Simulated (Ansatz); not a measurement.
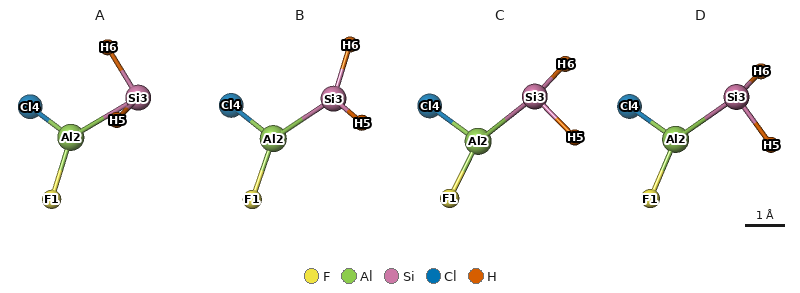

4 geometries from a converged minimum-energy path of AlSiH2ClF (charge −1), shuffled. The picture is a ball-and-stick view, seen at a tilt.

Level of theory: Ansatz 0.2.0, RKS PBE0-D4/def2-SVP. Run with 5 movable images; climbing image; force threshold 0.03 eV/Å; iteration limit 58; starting path by image-dependent pair potential.

Which frame is the top of the path?

Answer. B. In order along the path, whose images run from 0 to 6: D (image 0, 0.0 kJ/mol), C (image 1, +4.2 kJ/mol), B (image 3, +45.8 kJ/mol), A (image 6, 0.0 kJ/mol). The motion is an umbrella inversion at Si3. No bond forms or breaks between the ends. Among the angles between lasting bonds that change up to the highest image: Al2–Si3–H5 90.2° → 124.3°, Al2–Si3–H6 90.7° → 123.8°.

Limits of the set-up: the basis has no diffuse functions, which an anion needs.

The run took 3 min on 1 thread of Intel(R) Xeon(R) Processor @ 2.50GHz (Skylake/Cascade Lake) (shared host), peak memory 0.19 GiB.
